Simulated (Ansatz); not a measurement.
## Run report: GaPNH$_{6}$Cl, frequency calculation

GaPNH$_{6}$Cl, computed with RHF/def2-SVP (Ansatz 0.2.0).

It belongs to a series of runs on one base structure; here: vibrations at the highest image of the band. Figures and captions count atoms from 1; the log counts them from 0 in places.

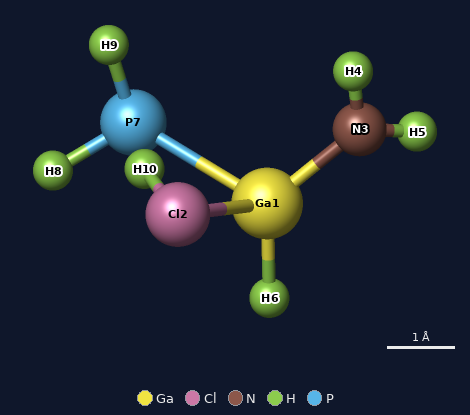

Figure 1. The structure (ball-and-stick view, seen at a tilt; atoms are numbered from 1 in the order of the input). Sticks mark near contacts. Bond lengths as drawn: Cl–Ga 2.52 Å, Cl–H 1.54 Å, Ga–H 1.55 Å, Ga–N 1.82 Å, Ga–P 2.50 Å, H–N 1.00 Å and H–P 1.41 Å.

**Input file**
```yaml
crystal:
  periodic: [false, false, false]
  atoms:
    - { symbol: Ga, position_ang: [0.087907, 0.396521, -0.173799] }
    - { symbol: Cl, position_ang: [0.395235, -0.304134, 2.225515] }
    - { symbol: "N", position_ang: [1.576962, -0.171101, -1.045154] }
    - { symbol: H, position_ang: [2.507811, -0.045726, -0.700044] }
    - { symbol: H, position_ang: [1.576732, -0.35563, -2.028981] }
    - { symbol: H, position_ang: [-1.401543, 0.158973, -0.537744] }
    - { symbol: P, position_ang: [0.318409, 2.721185, 0.727317] }
    - { symbol: H, position_ang: [-0.61277, 3.071101, 1.719763] }
    - { symbol: H, position_ang: [1.520512, 2.999007, 1.400579] }
    - { symbol: H, position_ang: [0.392544, 1.155305, 1.747849] }
basis:
  gaussian: { orbitals: def2-SVP }
hamiltonian:
  xc: hf
phonons: {}
```

Hardware: 2 threads of Intel Xeon @ 2.50GHz (Skylake/Cascade Lake), 32 GiB of memory available, shared host.

Launch command:
```bash
ansatz run input.yaml --threads 2 --pin off --max-ram 3072MiB --backend cpu --events-out ev --progress --plain --runs-dir out
```

**Log**
```
Engine: ansatz 0.2.0, x86_64-unknown-linux-gnu
Functional definition: HF
  exchange = exact_x
  correlation = 0
1168 factors; integrals over basis functions are off by at most 4.8e-4 eV
mean field evaluation 1: about -75668.2328 eV, gradient 3.4e1 eV
mean field evaluation 2: about -75668.2766 eV, gradient 3.4e1 eV
mean field evaluation 4: about -75671.2467 eV, gradient 2.9e0 eV
mean field evaluation 8: about -75671.2876 eV, gradient 2.3e-1 eV
mean field -75671.28792692 eV, -2780.8685394731 hartree, gradient 4.2e-5 eV, S^2 0.000000; 0 other end points of the search recorded, 0 dependent functions left out
the calculation of the forces begins
reference -75671.28792692 eV, -2780.8685394731 hartree; 38, 38 occupied and 74, 74 virtual orbitals, 1168 factors
these checks for a lower state are left out or cut short: stability, starts, cluster_reference, orbital_swaps, neighbouring_geometries, increment
1168 factors; integrals over basis functions are off by at most 4.8e-4 eV
mean field evaluation 16: about -75671.2879 eV, gradient 4.9e-5 eV
mean field -75671.28786392 eV, -2780.8685371581 hartree, gradient 2.5e-6 eV, S^2 0.000000; 0 other end points of the search recorded, 0 dependent functions left out
[... from here on the field's lines of each further geometry are left out, up to the last ...]
the calculation of the forces begins
reference -75671.28794648 eV, -2780.8685401919 hartree; 38, 38 occupied and 74, 74 virtual orbitals, 1168 factors
these checks for a lower state are left out or cut short: stability, starts, cluster_reference, orbital_swaps, neighbouring_geometries, increment
1168 factors; integrals over basis functions are off by at most 4.8e-4 eV
mean field -75671.28790428 eV, -2780.8685386412 hartree, gradient 4.7e-6 eV, S^2 0.000000; 0 other end points of the search recorded, 0 dependent functions left out
the calculation of the forces begins
reference -75671.28790428 eV, -2780.8685386412 hartree; 38, 38 occupied and 74, 74 virtual orbitals, 1168 factors
WARN: phonons: modes at or below zero, which the zero-point energy, F, S and C_V leave out: 1, the lowest at -1411.71 cm⁻¹. A minimum has none, and a first-order saddle one
Total energy: -75671.28792692 eV, -2780.8685394731 hartree
Atom 0 at     0.087907     0.396521    -0.173799 Å, force     0.019000    -0.000844    -0.019963 eV/Å
Atom 1 at     0.395235    -0.304134     2.225515 Å, force    -0.002488     0.008392     0.016929 eV/Å
Atom 2 at     1.576962    -0.171101    -1.045154 Å, force    -0.030448     0.048316     0.026898 eV/Å
Atom 3 at     2.507811    -0.045726    -0.700044 Å, force     0.007035    -0.011015    -0.014244 eV/Å
Atom 4 at     1.576732    -0.355630    -2.028981 Å, force     0.009796    -0.021774    -0.005494 eV/Å
Atom 5 at    -1.401543     0.158973    -0.537744 Å, force     0.001826     0.007660    -0.003315 eV/Å
Atom 6 at     0.318409     2.721185     0.727317 Å, force    -0.015193    -0.005006    -0.012792 eV/Å
Atom 7 at    -0.612770     3.071101     1.719763 Å, force     0.004230     0.003638     0.003123 eV/Å
Atom 8 at     1.520512     2.999007     1.400579 Å, force    -0.003582    -0.008116     0.000420 eV/Å
Atom 9 at     0.392544     1.155305     1.747849 Å, force     0.009824    -0.021252     0.008438 eV/Å
Dipole moment:     0.155682     0.170498    -0.214253 e Å
Vibrations: -1411.71 51.36 131.23 162.91 199.80 229.06 234.50 271.21 326.16 448.12 505.48 594.38 643.63 737.22 806.04 924.79 1185.78 1200.36 1663.71 2125.85 2578.07 2591.95 3798.39 3900.37 cm⁻¹, zero-point energy 1.569043 eV
```

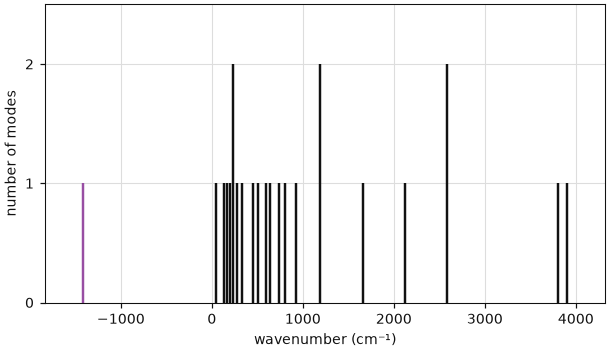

Figure 2. Harmonic vibrational wavenumbers from the force constants; neighbouring modes closer than 24 cm⁻¹ are counted in one stick, and imaginary ones are drawn at negative wavenumbers. 24 modes from 1412i to 3900 cm⁻¹, 1 imaginary beyond 8i (1412i cm⁻¹): a first-order saddle point, if the geometry is stationary.

**Key numbers**

| quantity | value |
| --- | --- |
| outcome | converged |
| total energy | −75671.2879 eV |
| mean-field energy | −75671.2879 eV |
| largest force (length of the vector) | 0.063 eV/Å |
| wall time | 1.8 min (CPU time 3.4 min) |
| peak memory | 0.27 GiB |
